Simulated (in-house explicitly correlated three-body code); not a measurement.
Two electrons around a point charge Z = 37 (Rb³⁵⁺). Computed variationally in 260 exponentially correlated functions with an in-house code, non-relativistic, converged to about 10⁻⁸ of the energy. Wanted, and plotted below: the bound S and P states that converged, by term and principal number n, on a logarithmic scale of binding.

The ground state is bound by 18.00 keV. The n = 2 states drawn run, from the deepest, 2 ³S (4469 eV), 2 ³P (4431 eV), 2 ¹S (4426 eV), 2 ¹P (4399 eV). Exchange puts 2 ³S below 2 ¹S by 42.4 eV and 2 ³P below 2 ¹P by 32.1 eV. Quantum defects n − (Z − 1)/√(2 E(binding)): 2 ³S 0.014, 2 ³P 0.005, 2 ¹S 0.004, 2 ¹P −0.002.

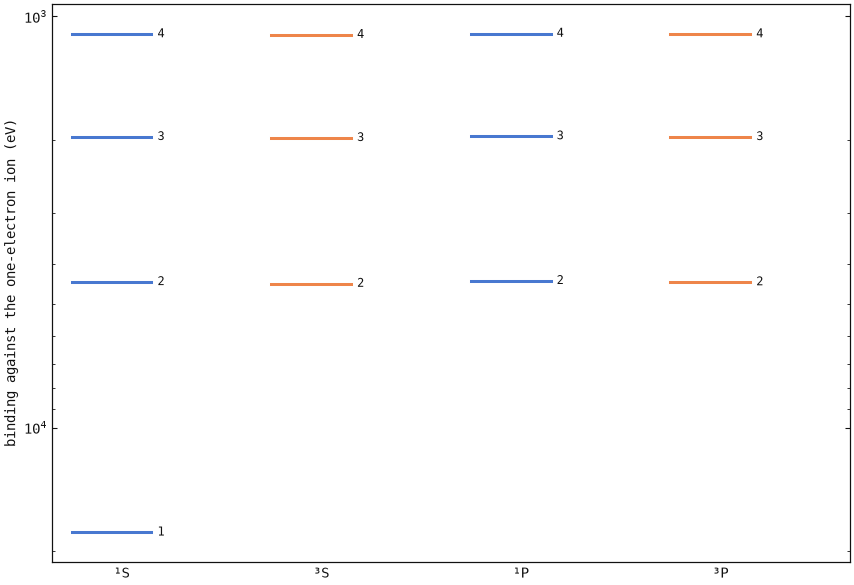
